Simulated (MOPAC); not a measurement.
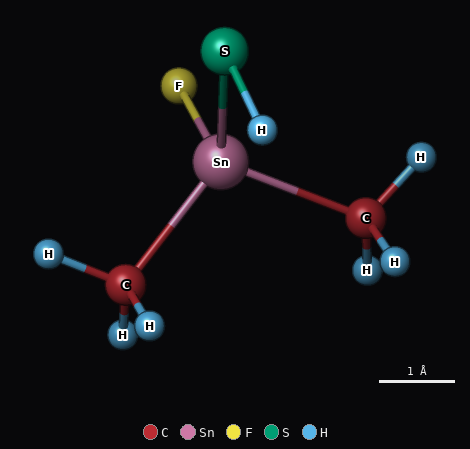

Fig. 1: The input geometry (ball-and-stick view, seen at a tilt). Sticks mark near contacts.

**Run report: C2H7FSSn, excited-state calculation**

C2H7FSSn, SMILES [CH3][Sn]([CH3])([F])[SH], set up with PM7, closed shell, dispersion built in, COSMO solvent chloroform (MOPAC 23.2.5).

The geometry: force field.

## Input file (input.mop)
```
PM7 EPS=4.71 C.I.=(30,1) ITRY=96 MECI 1SCF AUX(PRECISION=6) THREADS=1
C2H7FSSn, PM7
[CH3][Sn]([CH3])([F])[SH]
C     -1.761400 +1    -0.287100 +1     0.334500 +1
Sn     0.047400 +1    -0.174500 +1    -0.737300 +1
C      1.628500 +1    -0.451900 +1     0.634600 +1
F      0.165800 +1    -1.564600 +1    -2.082400 +1
S      0.284300 +1     1.974200 +1    -1.821600 +1
H     -1.829200 +1     0.577900 +1     1.085100 +1
H     -1.887400 +1    -1.226100 +1     0.823900 +1
H     -2.607900 +1    -0.078700 +1    -0.397600 +1
H      2.631000 +1    -0.399600 +1     0.146200 +1
H      1.554600 +1    -1.437900 +1     1.168800 +1
H      1.624900 +1     0.351600 +1     1.432700 +1
H      0.226600 +1     2.661500 +1    -0.552900 +1
```

Run on 1 thread of Arm Neoverse N1, 54 GiB of memory available, shared host.

Launch command:
```bash
mopac input.mop
```

## Output
```
MOPAC v23.2.5
PM7 CALCULATION RESULTS

 *  PM7        - The PM7 Hamiltonian to be used
 *  C.I.=(N,M) - 1 DOUBLY FILLED LEVELS USED IN A C.I. INVOLVING 30 M.O.'S
 *  EPS=4.71   - USE COSMO IMPLICIT SOLVATION MODEL
 *  1SCF       - DO 1 SCF AND THEN STOP
 *  THREADS=1  - MULTI-THREADING NOT USED
 *  ITRY=      - DO A MAXIMUM OF    96 ITERATIONS FOR SCF
 *  AUX        - OUTPUT AUXILIARY INFORMATION
 *  MECI       - M.E.C.I. WORKING TO BE PRINTED
 *
 *      Maximum size of open space = 29 M.O.s
 *      Size requested: 30
 *

          Maximum size of open space = 29 M.O.s
 *
 *  Errors detected in keywords.  Job stopped here to avoid wasting time.
 *

 *                                                                            *
 *     Error and normal termination messages reported in this calculation     *
 *                                                                            *
 * Maximum size of open space = 29 M.O.s                                      *
 * JOB ENDED NORMALLY                                                         *
 *                                                                            *

 TOTAL JOB TIME:             0.00 SECONDS

 == MOPAC DONE ==
```

## What the run reported

- outcome: refused by the program

## What went wrong

Some settings of this run were drawn to be unusual or wrong. The program refused the input: “Maximum size of open space = 29 M.O.s”
